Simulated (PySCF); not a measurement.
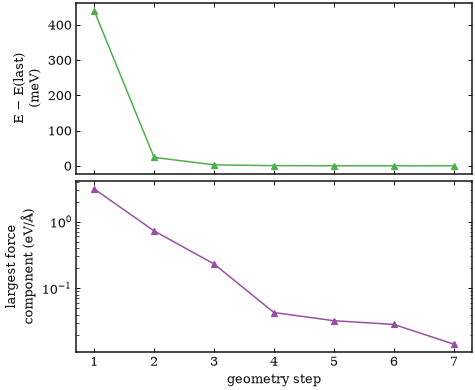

History of a geometry optimisation. The start has point group C2v, which is kept. A held symmetry can leave a saddle point.

The run: AuS3- molecule (charge −1), multiplicity 3, by UKS-based PBE0, Au def2-SVPD with ECP60, S def2-SVPD; non-relativistic Hamiltonian with scalar-relativistic core potentials; density fitting in PySCF 2.14.0.

### How did the optimisation end?

The optimisation met its thresholds at geometry 7, counting the start as the first. The energy fell by about 440 meV from the first step to the last. The largest force component goes from about 3.1 eV/Å at the start to 0.014 eV/Å at the end.

### By which step was nine tenths of the energy gained?

By step 2 of 7.
